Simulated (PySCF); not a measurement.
# C13H13N: the cost of one run

Computed with PySCF 2.14.0, with density-fitted response routines of our own, on a single molecule in the gas phase. Atoms count from 0, in the outputs and in this text.

## Step 1: The molecule as given

27 atoms, charge 0, multiplicity 1; geometry from: GFN2-xTB.

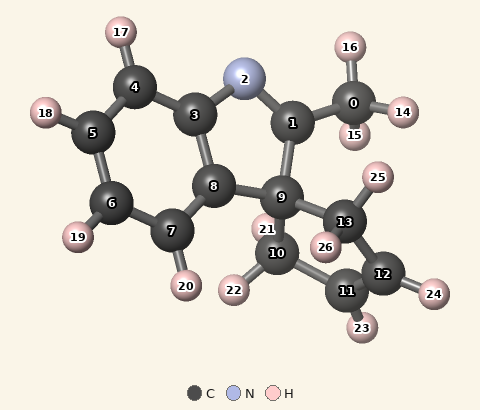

The starting geometry (carbon dark grey, nitrogen light blue, hydrogen pink), atoms numbered.

## Step 2: Optimising the geometry at PBE0-D3(BJ)/def2-SVP

Job settings and geometry (Å):

```
{"job": {"xc": "PBE0", "basis": "def2-SVP", "d3": "d3bj", "grid": 1, "kind": "geom"}, "charge": 0, "multiplicity": 1}
C     -1.741560     1.890540     1.514640
C     -0.614430     1.090390     0.982970
N      0.580980     1.201110     1.422760
C      1.388950     0.313300     0.705710
C      2.747140     0.109080     0.851210
C      3.350230    -0.830220     0.027230
C      2.615190    -1.541640    -0.908110
C      1.248460    -1.332780    -1.054470
C      0.641640    -0.401160    -0.245190
C     -0.778390     0.068180    -0.137500
C     -1.794210    -1.037690     0.230170
C     -3.007700    -0.699860    -0.580120
C     -2.764730     0.242400    -1.473130
C     -1.343120     0.711680    -1.427760
H     -2.193910     2.484450     0.726090
H     -2.516930     1.231740     1.913320
H     -1.382770     2.548700     2.300830
H      3.312190     0.664510     1.582620
H      4.411560    -1.011430     0.116210
H      3.111170    -2.269630    -1.533760
H      0.683110    -1.891450    -1.787680
H     -1.996040    -1.065260     1.302630
H     -1.408740    -2.021460    -0.053790
H     -3.940230    -1.215560    -0.429450
H     -3.461290     0.641810    -2.189740
H     -1.257250     1.799830    -1.412710
H     -0.796150     0.354220    -2.305300
```

Q: Estimate the wall time of this first job on 8 threads of Intel Xeon 6975P-C (Granite Rapids), shared host.

About 2.4 min.
